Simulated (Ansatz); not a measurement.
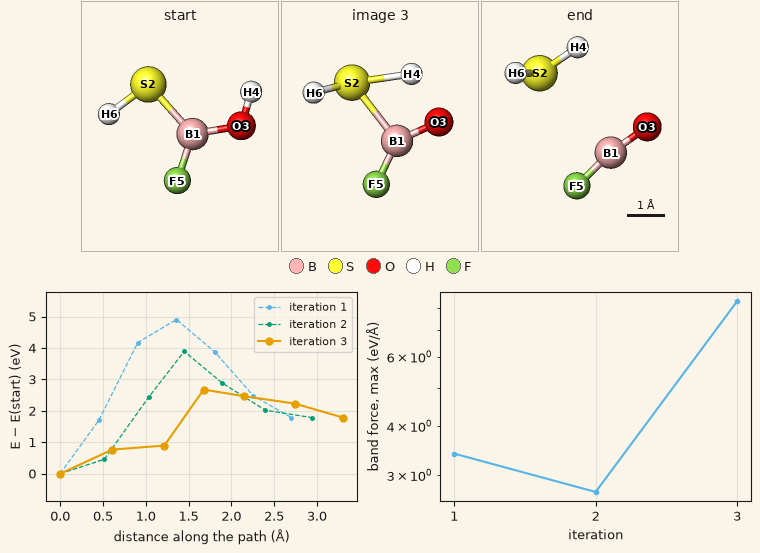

A search for the minimum-energy path of BH2SOF by the nudged elastic band. Images are numbered from 0 (start) to 6 (end). The plot follows the band through its iterations. A ball-and-stick model, seen face on.

Level of theory: Ansatz, RKS PBE0-D4/def2-SVP. Set-up: 5 movable images; climbing image.

> How did the profile develop, and is the result final?

The result isn't final. The band hadn't converged when the run stopped after 3 iterations. The largest component of the band force went from 3.4 to 8.3 eV/Å. The barrier read from it is provisional. The largest force component is 0.21 eV/Å at the start and 0.21 eV/Å at the end; an end with forces this large is no minimum, and the barrier measured from it can be far off. The settings are unsound (too few iterations), so the numbers of this run aren't to be trusted. The first iteration put the highest image at 4.91 eV. The highest point, image 3, lies 2.68 eV above the start and 0.89 eV above the end; the end is at +1.79 eV relative to the start.

Cost: 15 s on 2 threads of Arm Neoverse V2, with other jobs on the host.
